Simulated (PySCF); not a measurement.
**C5H13NSn: geometry relaxation**

C5H13NSn (SnH2Me(pyrrolidide)), SMILES [H][Sn]([H])([CH3])[N]1CCCC1, computed with PBE0-D3(BJ)/def2-SVP geometry optimisation, gas phase (PySCF 2.14.0).

It belongs to a series of runs on one base structure; here: one ligand: Cl to pyrrolidide.

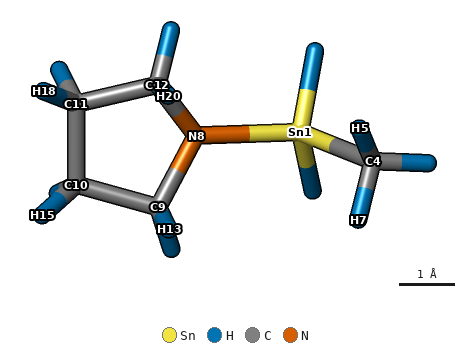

*The structure as given in the input (stick view, seen at a tilt; atoms are numbered from 1 in the order of the input). Sticks mark near contacts.*

Bond lengths as drawn: C–C 1.53 to 1.56 Å, C–H 1.04 to 1.20 Å, C–N 1.41 to 1.51 Å, C–Sn 2.24 Å, H–Sn 1.56 to 1.65 Å and N–Sn 1.95 Å.

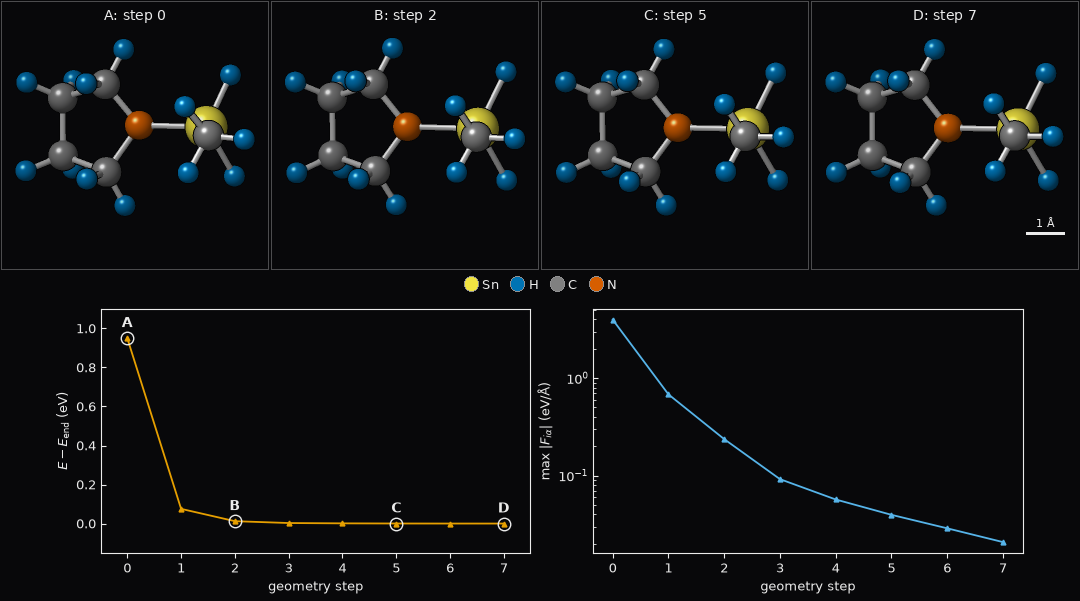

*Frames of the relaxation (ball-and-stick view, seen at a tilt) above the curves, on which the letters mark them (steps are counted from 0).*

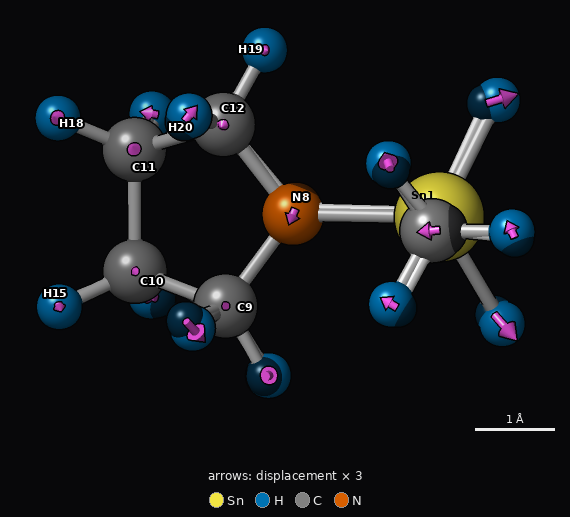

*Start (faint) and end (solid) with the displacements as pink arrows, magnified 3 times (ball-and-stick view, seen at a tilt). The two geometries are laid on each other by the best rigid fit.*

The energy falls by 0.950 eV in 7 geometry steps. Largest force component: 4 eV/Å at the start, 0.021 eV/Å at the end. The largest move after the best rigid fit is that of H2, 0.17 Å. Largest moves by element: H 0.17 Å, C 0.11 Å, Sn 0.10 Å, N 0.08 Å. Distances before and after: Sn1–H3 1.564 → 1.717 Å, Sn1–N8 1.952 → 2.042 Å, C9–H13 1.205 → 1.115 Å, Sn1–C4 2.243 → 2.156 Å. Among the angles that change: H5–C4–H7 103.0° → 109.0°, Sn1–C4–H6 115.6° → 110.1°, H19–C12–H20 112.0° → 107.0°. (Atoms are counted from 1 in the order of the input.)

The input and output of the run follow.

Input file
```
{"job": {"xc": "PBE0", "basis": "def2-SVP", "d3": "d3bj", "grid": 1, "maxiter": 40, "shake": 0.03, "kind": "geom"}, "charge": 0, "multiplicity": 1}
Sn     1.260220     1.362340     0.889520
H      1.139650     1.279560     2.534280
H      2.725380     1.266430     0.352160
C      0.362690     3.287720     0.169150
H      0.280960     3.302760    -0.935680
H      0.775730     4.154460     0.570090
H     -0.741020     3.309480     0.511660
N      0.398810    -0.267810     0.249950
C     -0.986050    -0.646660     0.724650
C     -1.118260    -2.113820     0.197930
C     -0.137960    -2.196350    -0.973310
C      0.485630    -0.769760    -1.067310
H     -1.831410    -0.007770     0.151450
H     -1.144300    -0.563930     1.767840
H     -2.142730    -2.358960    -0.142780
H     -0.834800    -2.759470     0.979840
H      0.686880    -2.865480    -0.780210
H     -0.614150    -2.465440    -1.916180
H      1.501990    -0.780000    -1.405580
H     -0.204860    -0.153160    -1.778140
```

The first line tells a small driver script what to run in PySCF; the rest is the geometry in Å.

Launched with:
```bash
OMP_NUM_THREADS=1 python <driver script> task.json out
```

Log
```
step   0  E = -466.87166196  max force = 0.077374
step   1  E = -466.90381228  max force = 0.013241
step   2  E = -466.90613259  max force = 0.004604
step   3  E = -466.90648095  max force = 0.001789
step   4  E = -466.90654300  max force = 0.001106
step   5  E = -466.90657040  max force = 0.000770
step   6  E = -466.90657956  max force = 0.000561
step   7  E = -466.90658123  max force = 0.000405
optimisation converged
```

Trajectory as extended XYZ (Å, eV, eV/Å), 5 of the 8 frames kept, from step=0 to step=7
```
20
Properties=species:S:1:pos:R:3:forces:R:3 step=0 energy=-12704.22501
Sn    1.2602    1.3623    0.8895   -1.7077   2.7355   0.3896
H     1.1397    1.2796    2.5343   -0.0866   0.0031   1.0047
H     2.7254    1.2664    0.3522    2.7183  -0.1612  -0.9378
C     0.3627    3.2877    0.1691   -2.9887  -2.7216  -0.3992
H     0.2810    3.3028   -0.9357    0.4126   0.1142   0.2669
H     0.7757    4.1545    0.5701    1.3411   1.8512   0.7226
H    -0.7410    3.3095    0.5117    1.4087  -0.1913  -0.3155
N     0.3988   -0.2678    0.2500   -2.8391  -1.6049   1.2460
C    -0.9860   -0.6467    0.7247   -0.0857   0.4700  -3.9787
C    -1.1183   -2.1138    0.1979   -0.4784   1.5929  -0.9955
C    -0.1380   -2.1963   -0.9733    0.3885   1.1665  -0.0995
C     0.4856   -0.7698   -1.0673   -2.4698   0.0806  -0.9268
H    -1.8314   -0.0078    0.1515    1.5980  -0.9263   1.1816
H    -1.1443   -0.5639    1.7678    0.0157   0.2962   1.5292
H    -2.1427   -2.3590   -0.1428    0.1601   0.0985   0.3418
H    -0.8348   -2.7595    0.9798    0.3549  -1.2845   1.2175
H     0.6869   -2.8655   -0.7802    0.3149  -0.7372   0.1639
H    -0.6141   -2.4654   -1.9162   -0.0913  -0.2134  -0.2483
H     1.5020   -0.7800   -1.4056    0.9145   0.0825  -0.6327
H    -0.2049   -0.1532   -1.7781    1.1199  -0.6506   0.4701
20
Properties=species:S:1:pos:R:3:forces:R:3 step=2 energy=-12705.16301
Sn    1.2366    1.4366    0.9205    0.1798   0.0708  -0.1689
H     1.0877    1.3588    2.6307    0.0334  -0.0121  -0.0317
H     2.8797    1.3312    0.3721   -0.2367   0.0003   0.1086
C     0.3031    3.2444    0.1795   -0.1183  -0.0995   0.0506
H     0.3215    3.2618   -0.9189    0.1003   0.0344  -0.0124
H     0.7965    4.1439    0.5788    0.0388  -0.0733  -0.0554
H    -0.7496    3.2558    0.4965   -0.0153   0.0046   0.0437
N     0.3315   -0.2686    0.2421   -0.0043   0.1741   0.1549
C    -0.9945   -0.6487    0.6792    0.1520  -0.0609  -0.0441
C    -1.1244   -2.1004    0.1871    0.0040  -0.0067   0.0718
C    -0.1448   -2.1857   -1.0019    0.0827   0.0810  -0.0288
C     0.4437   -0.7651   -1.1067   -0.0133  -0.1554   0.0055
H    -1.7863   -0.0331    0.2008   -0.0993   0.0605   0.0199
H    -1.1079   -0.5472    1.7714   -0.0053  -0.0104  -0.0189
H    -2.1607   -2.3389   -0.0930   -0.0109  -0.0409  -0.0040
H    -0.8242   -2.7957    0.9865   -0.0405   0.0091  -0.0548
H     0.6589   -2.9055   -0.7862   -0.0328  -0.0029  -0.0305
H    -0.6285   -2.4922   -1.9412   -0.0142  -0.0398   0.0140
H     1.4867   -0.7587   -1.4650   -0.0184   0.0176   0.0246
H    -0.1625   -0.1786   -1.8332    0.0180   0.0496  -0.0441
20
Properties=species:S:1:pos:R:3:forces:R:3 step=4 energy=-12705.17418
Sn    1.2314    1.4439    0.9230   -0.0569   0.0300  -0.0082
H     1.1000    1.3764    2.6327    0.0071   0.0046   0.0025
H     2.8549    1.3276    0.3901    0.0421   0.0004  -0.0110
C     0.2909    3.2294    0.1584    0.0163  -0.0294  -0.0027
H     0.3356    3.2374   -0.9399   -0.0045  -0.0050   0.0008
H     0.8060    4.1221    0.5412   -0.0016   0.0058   0.0098
H    -0.7614    3.2600    0.4744    0.0015   0.0069  -0.0026
N     0.3269   -0.2623    0.2616   -0.0256  -0.0291   0.0090
C    -0.9918   -0.6600    0.6990   -0.0140  -0.0037  -0.0111
C    -1.1242   -2.1028    0.1803    0.0133   0.0007   0.0012
C    -0.1446   -2.1688   -1.0118   -0.0013  -0.0093   0.0184
C     0.4475   -0.7527   -1.0920   -0.0041   0.0331  -0.0174
H    -1.7999   -0.0363    0.2505    0.0024  -0.0003   0.0173
H    -1.0965   -0.5848    1.7941    0.0091  -0.0089  -0.0013
H    -2.1604   -2.3417   -0.1024    0.0057   0.0072  -0.0105
H    -0.8257   -2.8167    0.9615   -0.0058   0.0014   0.0069
H     0.6530   -2.8984   -0.8103    0.0049  -0.0038  -0.0093
H    -0.6321   -2.4659   -1.9525   -0.0055   0.0105   0.0029
H     1.4945   -0.7422   -1.4369    0.0072  -0.0080   0.0111
H    -0.1418   -0.1500   -1.8217    0.0098  -0.0033  -0.0060
20
Properties=species:S:1:pos:R:3:forces:R:3 step=5 energy=-12705.17492
Sn    1.2285    1.4463    0.9260   -0.0270  -0.0028  -0.0082
H     1.1025    1.3887    2.6373    0.0026   0.0039  -0.0096
H     2.8560    1.3290    0.3936   -0.0070   0.0023   0.0006
C     0.2882    3.2256    0.1492    0.0320  -0.0095  -0.0026
H     0.3357    3.2268   -0.9489   -0.0074  -0.0062  -0.0004
H     0.8044    4.1198    0.5271   -0.0011   0.0065   0.0069
H    -0.7642    3.2622    0.4630   -0.0090  -0.0030   0.0002
N     0.3246   -0.2642    0.2699    0.0193  -0.0032   0.0153
C    -0.9917   -0.6678    0.7086   -0.0116   0.0136  -0.0126
C    -1.1245   -2.1051    0.1767    0.0098  -0.0121  -0.0079
C    -0.1450   -2.1629   -1.0156   -0.0024  -0.0221   0.0133
C     0.4494   -0.7479   -1.0859   -0.0075   0.0396  -0.0047
H    -1.8027   -0.0401    0.2723   -0.0063   0.0035   0.0050
H    -1.0915   -0.6051    1.8047    0.0132  -0.0040   0.0065
H    -2.1605   -2.3396   -0.1099   -0.0004   0.0037  -0.0061
H    -0.8286   -2.8260    0.9523   -0.0026  -0.0046   0.0050
H     0.6512   -2.8963   -0.8218    0.0002  -0.0005  -0.0053
H    -0.6340   -2.4505   -1.9583   -0.0069   0.0034  -0.0006
H     1.4985   -0.7385   -1.4245    0.0047  -0.0050   0.0063
H    -0.1341   -0.1404   -1.8164    0.0075  -0.0035  -0.0014
20
Properties=species:S:1:pos:R:3:forces:R:3 step=7 energy=-12705.17522
Sn    1.2228    1.4489    0.9328    0.0046   0.0006   0.0011
H     1.0987    1.4088    2.6441   -0.0048   0.0002  -0.0028
H     2.8520    1.3334    0.4042   -0.0082  -0.0004   0.0015
C     0.2837    3.2170    0.1337    0.0028   0.0097   0.0027
H     0.3350    3.2053   -0.9642   -0.0012  -0.0012  -0.0002
H     0.7960    4.1167    0.5044   -0.0011  -0.0017  -0.0023
H    -0.7705    3.2560    0.4420   -0.0012  -0.0044  -0.0005
N     0.3272   -0.2683    0.2846    0.0208  -0.0113   0.0024
C    -0.9866   -0.6787    0.7242   -0.0046   0.0076   0.0022
C    -1.1238   -2.1080    0.1710    0.0004  -0.0010  -0.0020
C    -0.1464   -2.1530   -1.0229   -0.0002   0.0004  -0.0012
C     0.4543   -0.7390   -1.0757   -0.0074   0.0036  -0.0010
H    -1.8021   -0.0437    0.3070   -0.0001   0.0005  -0.0016
H    -1.0757   -0.6351    1.8224    0.0013  -0.0007   0.0009
H    -2.1606   -2.3328   -0.1204   -0.0009  -0.0006   0.0015
H    -0.8326   -2.8419    0.9363   -0.0001  -0.0012  -0.0009
H     0.6467   -2.8935   -0.8439   -0.0008   0.0006   0.0012
H    -0.6404   -2.4230   -1.9682    0.0005  -0.0011  -0.0004
H     1.5057   -0.7325   -1.4076   -0.0005  -0.0006  -0.0011
H    -0.1212   -0.1222   -1.8045    0.0008   0.0011   0.0006
```

Key numbers

```tsv
quantity	value
outcome	converged
total energy	−466.906581 hartree
dipole moment	0.95 D
point group	C1
hardware	1 CPU thread, shared host
wall time	7.9 min
peak memory	0.75 GiB
```
